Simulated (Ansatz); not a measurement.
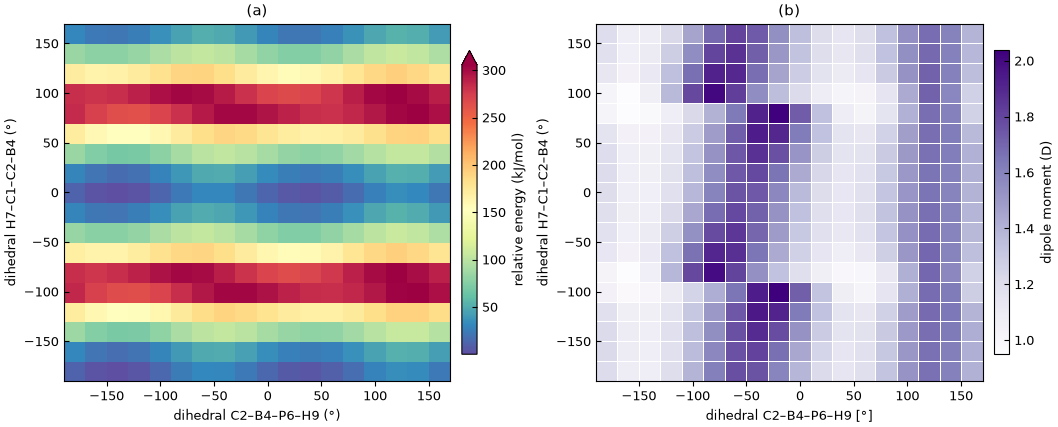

C2H4BF2P, SMILES C=C(F)B(F)P. 
- First axis: dihedral C2–B4–P6–H9. Second axis: dihedral H7–C1–C2–B4.
- Nothing is relaxed (all other coordinates rigid).
- Grid: 18 × 18 points.
- All energies are given in kJ/mol relative to the relaxed molecule at the same level.
- The dihedral twists a double bond; near 90° a spin-restricted reference is unreliable.
- Theory: Ansatz, RKS SPW92 (LDA)/def2-SVP.

Panel (a) is the energy; panel (b) is the computed dipole moment, in D.

Drawn: one coloured cell a grid point, one colour for all values above the top of the scale.

Q: How does the dipole moment vary over the map, and what is it at the lowest grid point?

A: Leaving out the highest fifth of the energies, it runs from 0.98 D at dihedral C2–B4–P6–H9 = −140°, dihedral H7–C1–C2–B4 = 80° to 1.95 D at dihedral C2–B4–P6–H9 = −40°, dihedral H7–C1–C2–B4 = −120°. At the lowest grid point, dihedral C2–B4–P6–H9 = −140°, dihedral H7–C1–C2–B4 = 0°, it is 1.07 D.
